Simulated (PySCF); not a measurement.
C₄H₈SSi (SMILES CCC#C[SiH2]S)

Input

```
{"job": {"kind": "nmr", "xc": "PBE0", "basis": "pcSseg-1"}, "charge": 0, "multiplicity": 1}
C     -2.127456     1.161803    -0.302385
C     -1.868415    -0.336867    -0.138723
C     -0.458785    -0.606496     0.047748
C      0.720331    -0.812414     0.198281
Si     2.523304    -1.087103     0.438482
S      3.488674     0.845664     0.557849
H     -1.784804     1.703614     0.576193
H     -1.597076     1.546425    -1.170716
H     -3.191458     1.345058    -0.433607
H     -2.416488    -0.718539     0.727927
H     -2.216073    -0.876775    -1.024797
H      3.084207    -1.784796    -0.715499
H      2.827168    -1.696302     1.723563
H      3.016194     1.316256    -0.586135
```

Command:

```sh
OMP_NUM_THREADS=1 python probes_run.py task.json out
```

Geometry: GFN2-xTB.

Level of theory: PBE0/pcSseg-1, SCF density, gas phase, non-relativistic in PySCF.

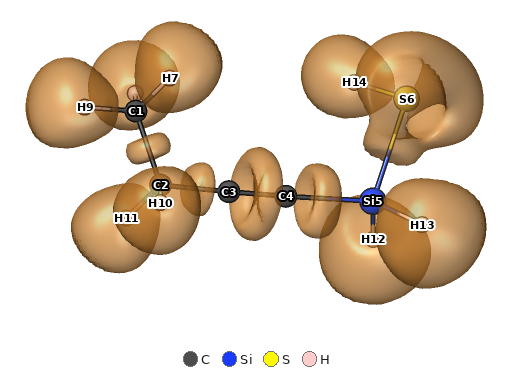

Figure 1. Isosurface of the electron localisation function at 0.8 (orange), seen at a tilt. Only the valence region is drawn (cores and ρ < 0.01 e/Å³ removed).

**Where are the electrons localised?**

The ELF exceeds this value in three regions between bonded C–C atoms (shared pairs), one region between bonded C–Si atoms (shared pairs), eight regions around hydrogen nuclei and one region on S in which the atom's valence shell and bonds are merged. Profiles from the grid: C–C (1.21 Å): the ELF peaks at about 0.85 between the atoms; a short, multiple covalent bond. C–Si (1.84 Å): the ELF peaks at about 0.95 between the atoms (a shared electron pair).

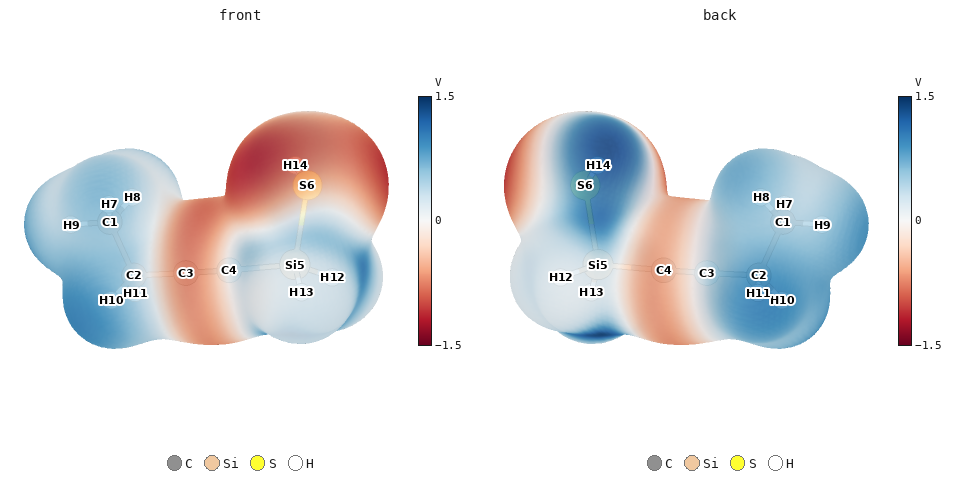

Figure 2. The electrostatic potential painted on the density surface at 0.002 e/bohr³, seen from the front and from behind; red is negative and blue positive.

**Where is the surface potential most negative and most positive?**

The most negative region (about −1.1 V) lies over S6, the most positive (about +1.3 V) over Si5 and H14.

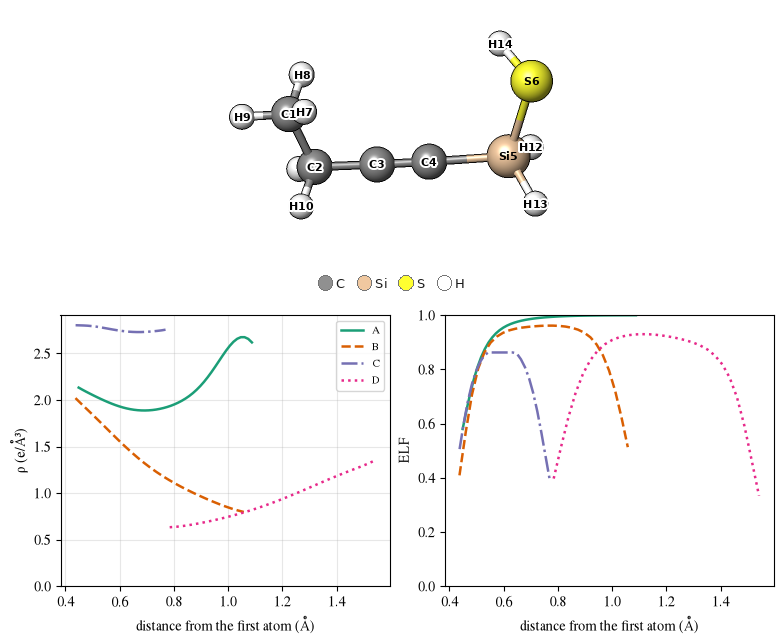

Figure 3. Electron density and electron localisation function along straight lines between neighbouring atoms. The curves leave out the atomic cores. The structure is drawn too.

**Which curve belongs to which contact (C–C, C–H, C–Si and Si–S)? The first atom named is at distance zero.**

Curve A: C–H (1.09 Å): the density is about 2 e/Å³ at the midpoint; the ELF climbs to about 1 towards the hydrogen, as it does in any bond to H; a covalent bond by its length. Curve B: C–Si (1.84 Å): ρ is about 0.94 e/Å³ halfway; the ELF peaks at about 0.95 between the atoms: a covalent bond. Curve C: C–C (1.21 Å): ρ at the midpoint is about 2.7 e/Å³; the ELF peaks at about 0.85 between the atoms: a short, multiple covalent bond. Curve D: Si–S (2.16 Å): ρ at the midpoint is about 0.81 e/Å³; the ELF peaks at about 0.95 between the atoms (a covalent bond).
